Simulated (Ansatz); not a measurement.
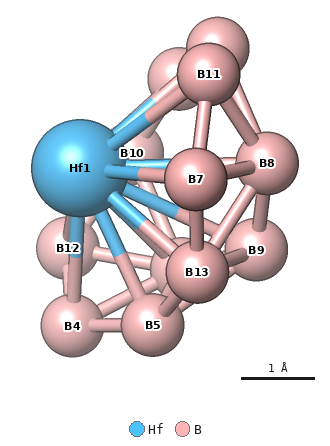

Fig. 1: The structure as given in the input (ball-and-stick view, seen at an oblique angle; atoms are numbered from 1 in the order of the input). Sticks mark near contacts.

## Two runs on HfB$_{12}$

System: HfB$_{12}$.
Method of the first run: RKS r2SCAN-D4/def2-TZVP (Ansatz 0.2.0).

The geometry comes from this level: PBE-D4/def2-SVP. Text and figures count atoms from 1; the logs count them from 0 in places.

### The input, the first run
```yaml
crystal:
  periodic: [false, false, false]
  atoms:
    - {symbol: Hf, position_ang: [-0.795689, 0.746918, 0.794296]}
    - {symbol: B, position_ang: [-1.275221, 0.252712, -1.431195]}
    - {symbol: B, position_ang: [-0.310468, 1.480905, -1.551045]}
    - {symbol: B, position_ang: [-0.626753, -1.656558, 1.663528]}
    - {symbol: B, position_ang: [0.778433, -0.969564, 1.288194]}
    - {symbol: B, position_ang: [-0.215683, -1.705701, -0.026238]}
    - {symbol: B, position_ang: [1.512571, 1.892163, 0.479448]}
    - {symbol: B, position_ang: [1.251374, 0.808349, -0.872379]}
    - {symbol: B, position_ang: [1.065096, -0.775488, -0.469605]}
    - {symbol: B, position_ang: [-1.800581, -1.045369, -0.722873]}
    - {symbol: B, position_ang: [0.649640, 2.410091, -0.695007]}
    - {symbol: B, position_ang: [-1.806660, -1.781691, 0.672776]}
    - {symbol: B, position_ang: [1.573930, 0.343244, 0.870109]}
basis:
  gaussian: {orbitals: def2-TZVP, initial_orbitals: start.molden}
hamiltonian: {xc: r2scan, dispersion: d4}
scf: {omitted_lower_state_checks: [starts]}
output: {orbitals: {seedname: orbitals}}
```

Launched with:
```bash
ansatz run in.yaml --threads 4 --pin off --events-out ev --progress --plain --max-ram 6963MiB
```

Hardware: 4 threads of Arm Neoverse V2, 23 GiB of memory available, shared host.

### Output (the first run)
```
Functional definition: r2SCAN
  parameter k0 = 0.174
  parameter k1 = 0.065
  parameter a1 = 4.9479
  exchange = r2scan_x(k0 = k0, k1 = k1, a1 = a1)
  correlation = r2scan_c
these checks for a lower state are left out or cut short: starts
2373 factors; their error is unknown
mean field evaluation 1: about -9414.2684 eV, gradient 6.6e0 eV
mean field evaluation 2: about -9414.3467 eV, gradient 9.4e-2 eV
mean field evaluation 4: about -9414.3357 eV, gradient 6.8e-4 eV
mean field -9414.33567177 eV, -345.9704546717 hartree, gradient 1.8e-5 eV, S^2 0.000000; 0 other end points of the search recorded, 0 dependent functions left out
reference -9414.33568626 eV, -345.9704552043 hartree; 36, 36 occupied and 376, 376 virtual orbitals, 2373 factors
Total energy: -9414.49856050 eV, -345.9764407220 hartree
Checks for a lower state left out: starts
```

For the second run the input was changed thus:
```diff
+total_charge: 1
+magnetization: {spin_polarized: true, initial_magnetization: 1}
```

What does this change do to the results?

The two differ by one electron: at this geometry, removing it changes the energy by 7.30 eV. The HOMO goes from −5.25 to −9.85 eV. The LUMO goes from −4.57 to −9.31 eV. On the same kind of shared host the second run took about 4.4 times as long.

### Output (the second run)
```
Functional definition: r2SCAN
  parameter k0 = 0.174
  parameter k1 = 0.065
  parameter a1 = 4.9479
  exchange = r2scan_x(k0 = k0, k1 = k1, a1 = a1)
  correlation = r2scan_c
these checks for a lower state are left out or cut short: starts
2373 factors; their error is unknown
mean field evaluation 1: about -9406.9769 eV, gradient 4.7e0 eV
mean field evaluation 2: about -9407.0606 eV, gradient 1.1e-1 eV
mean field evaluation 4: about -9407.0480 eV, gradient 4.0e-3 eV
mean field evaluation 8: about -9407.0479 eV, gradient 2.5e-5 eV
mean field -9407.04794640 eV, -345.7026357041 hartree, gradient 7.7e-6 eV, S^2 0.774677; 0 other end points of the search recorded, 0 dependent functions left out
reference -9407.04797083 eV, -345.7026366020 hartree; 36, 35 occupied and 376, 377 virtual orbitals, 2373 factors
Total energy: -9407.20111244 eV, -345.7082644524 hartree
Checks for a lower state left out: starts
```

### The two runs side by side

```csv
quantity,the first run,the second run
outcome,converged,converged
total energy (hartree),−345.976441,−345.708264
HOMO (eV),−5.25,−9.85
LUMO (eV),−4.57,−9.31
basis functions,412,412
⟨S²⟩,–,0.775
wall time (shared host),19 s,84 s
```
